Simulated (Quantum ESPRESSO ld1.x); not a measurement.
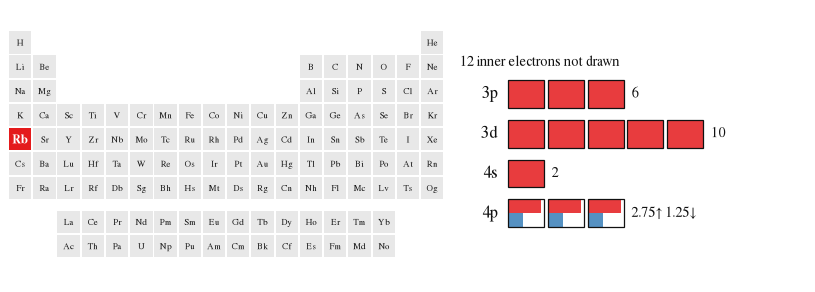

Left, the place of rubidium in the periodic table; right, the outer shells as the input fills them: a box for each of the 2l + 1 orbitals, shaded by the share of the shell that is filled, up spin in the upper half and down spin in the lower, with the electron count at the right.

**Rb³⁺: atomic calculation**

System: Rb³⁺ (Z = 37, 34 electrons) in the configuration [Ar] 3d10 4s2 4p4 (4p: 2.75 up, 1.25 down).
Method: scalar-relativistic Kohn-Sham, LDA (Slater exchange, Perdew-Zunger correlation), spin-polarised, spherical densities, point nucleus (Quantum ESPRESSO ld1.x 7.5).

Log:
```
     Program LD1 v.7.5 starts

     --------------------------- All-electron run ----------------------------

     scalar relativistic calculation

     atomic number is 37.00
     dft =PZ   lsd =1 sic =0 latt =0  beta=0.20 tr2=1.0E-14
     Exchange-correlation= PZ
                           (   1   1   0   0   0   0   0)
     mesh =2029 r(mesh) = 100.79433 a.u. xmin = -8.00 dx = 0.00800
     1 Ry =  13.60569312 eV, c = 137.03599908

     n l     nl                  e(Ry)          e(Ha)          e(eV)
     1 0     1S 1( 1.00)   -1105.912227886    -552.956113943 -15046.7023936
     2 0     2S 1( 1.00)    -150.052285344     -75.026142672  -2041.5653468
     2 1     2P 1( 3.00)    -133.445823884     -66.722911942  -1815.6229283
     3 0     3S 1( 1.00)     -24.453539013     -12.226769506   -332.7073476
     3 1     3P 1( 3.00)     -19.126210834      -9.563105417   -260.2253552
     3 2     3D 1( 5.00)     -10.281407615      -5.140703808   -139.8856769
     4 0     4S 1( 1.00)      -4.767353886      -2.383676943    -64.8631540
     4 1     4P 1( 2.75)      -3.494845970      -1.747422985    -47.5498018
     4 1     4P 2( 1.25)      -3.394479684      -1.697239842    -46.1842489
     1 0     1S 2( 1.00)   -1105.899475972    -552.949737986 -15046.5288950
     2 0     2S 2( 1.00)    -150.043719690     -75.021859845  -2041.4488051
     2 1     2P 2( 3.00)    -133.433937976     -66.716968988  -1815.4612123
     3 0     3S 2( 1.00)     -24.437443644     -12.218721822   -332.4883589
     3 1     3P 2( 3.00)     -19.108212397      -9.554106198   -259.9804740
     3 2     3D 2( 5.00)     -10.260521067      -5.130260534   -139.6015009
     4 0     4S 2( 1.00)      -4.663813256      -2.331906628    -63.4544119

     final scf error:  8.5E-15 reached in  29 iterations

     Etot =   -5950.007650 Ry,   -2975.003825 Ha,  -80953.978164 eV
     Total magnetization:    1.50 Bohr mag.

     Ekin =    6092.081998 Ry,    3046.040999 Ha,   82886.998147 eV
     Encl =  -14260.411257 Ry,   -7130.205629 Ha, -194022.779377 eV
     Eh   =    2410.347932 Ry,    1205.173966 Ha,   32794.454278 eV
     Exc  =    -192.026322 Ry,     -96.013161 Ha,   -2612.651213 eV

     normalization and overlap integrals

     s(1S/1S) =  1.000000  <r> =   0.0403  <r2> =    0.0022  r(max) =   0.0264
     s(1S/2S) = -0.006830
     s(1S/3S) = -0.002674
     s(1S/4S) = -0.001012
     s(2S/2S) =  1.000000  <r> =   0.1781  <r2> =    0.0374  r(max) =   0.1497
     s(2S/3S) = -0.001593
     s(2S/4S) = -0.000586
     s(2P/2P) =  1.000000  <r> =   0.1552  <r2> =    0.0295  r(max) =   0.1197
     s(2P/3P) = -0.001296
     s(2P/4P) = -0.000431
     s(3S/3S) =  1.000000  <r> =   0.5114  <r2> =    0.3005  r(max) =   0.4516
     s(3S/4S) = -0.000361
     s(3P/3P) =  1.000000  <r> =   0.5191  <r2> =    0.3151  r(max) =   0.4480
     s(3P/4P) = -0.000288
     s(3D/3D) =  1.000000  <r> =   0.5245  <r2> =    0.3369  r(max) =   0.3911
     s(4S/4S) =  1.000000  <r> =   1.3884  <r2> =    2.1814  r(max) =   1.2375
     s(4P/4P) =  1.000000  <r> =   1.5667  <r2> =    2.7975  r(max) =   1.3622
     s(4P/4P) =  1.000000  <r> =   1.5747  <r2> =    2.8308  r(max) =   1.3622
     s(4P/2P) = -0.000430
     s(4P/3P) = -0.000287
     s(1S/1S) =  1.000000  <r> =   0.0403  <r2> =    0.0022  r(max) =   0.0264
     s(1S/2S) = -0.006830
     s(1S/3S) = -0.002674
     s(1S/4S) = -0.001013
     s(2S/2S) =  1.000000  <r> =   0.1781  <r2> =    0.0374  r(max) =   0.1497
     s(2S/3S) = -0.001593
     s(2S/4S) = -0.000587
     s(2P/2P) =  1.000000  <r> =   0.1552  <r2> =    0.0295  r(max) =   0.1197
     s(2P/3P) = -0.001296
     s(3S/3S) =  1.000000  <r> =   0.5112  <r2> =    0.3003  r(max) =   0.4516
     s(3S/4S) = -0.000362
     s(3P/3P) =  1.000000  <r> =   0.5189  <r2> =    0.3147  r(max) =   0.4480
     s(3D/3D) =  1.000000  <r> =   0.5236  <r2> =    0.3354  r(max) =   0.3911
     s(4S/4S) =  1.000000  <r> =   1.3900  <r2> =    2.1890  r(max) =   1.2276

     ------------------------ End of All-electron run ------------------------
```

Slater integrals of the outer shells (hartree):

```csv
integral,value
"F0(4p,4p)",0.5745
"F2(4p,4p)",0.3040
"F0(4p,4s)",0.6074
"G1(4p,4s)",0.4105
"F0(4p,3d)",0.7428
"F2(4p,3d)",0.1663
"G1(4p,3d)",0.0558
"G3(4p,3d)",0.0525
"F0(4p,3p)",0.7435
"F2(4p,3p)",0.1639
"G0(4p,3p)",0.0419
"G2(4p,3p)",0.0491
"F0(4s,4s)",0.6478
"F0(4s,3d)",0.8234
```

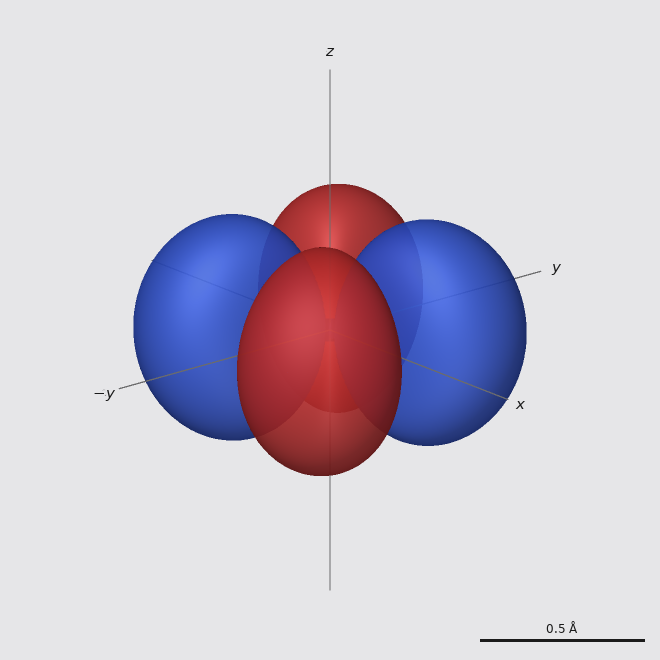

The 3d(xy) orbital of down spin. The radial function comes from the spherical calculation and is multiplied by a real spherical harmonic; the overall sign is chosen so that the largest lobe of P(r) is positive; at the scalar-relativistic level it is the large component. The surface of constant |ψ| that holds about 95 % of the electron is drawn, blue where ψ is positive and red where it is negative. It has the nodal planes xz and yz and no radial node. The maximum of P² lies at 0.391 bohr, ⟨r⟩ = 0.524 bohr, 90 % of the charge lies within 0.853 bohr, and the eigenvalue is −139.6 eV, with 5 electrons in the shell for this spin.

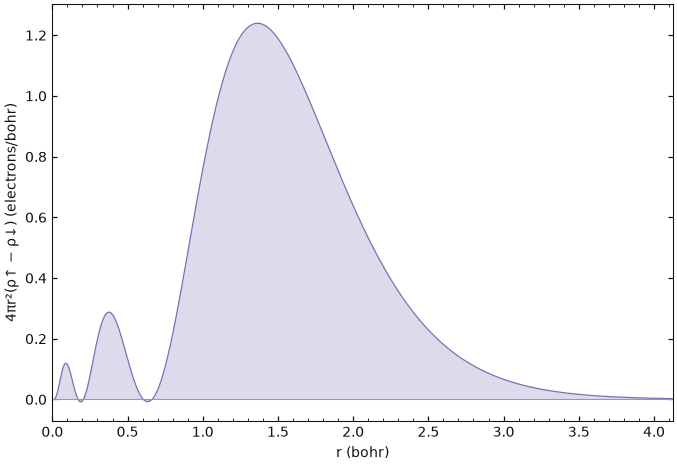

The radial spin density. The curve integrates to 1.5 unpaired electrons, held by 4p (+1.5). Its largest value, 1.24 electrons/bohr, lies near r = 1.4 bohr. Regions of the opposite sign are negligible.

Input file:
```
 &input
    zed=37.0,
    iswitch=1,
    rel=1,
    lsd=1,
    dft='PZ',
    config='[Ar] 3d10 4s2 4p2.75 4p1.25',
    verbosity='high',
    prefix='ld1',
    max_out_wfc=37,
    file_charge='ld1.rho',
 /
```

Key numbers:

```
                       quantity                      value
                        outcome                  converged
                   total energy         −2975.0038 hartree
                 kinetic energy          3046.0410 hartree
        electron–nucleus energy         −7130.2056 hartree
                 Hartree energy          1205.1740 hartree
    exchange–correlation energy         −96.013161 hartree
radius at density 0.001 e/bohr³                  3.21 bohr
                 SCF iterations                         29
                       hardware  1 CPU thread, shared host
                      wall time                     0.71 s
```
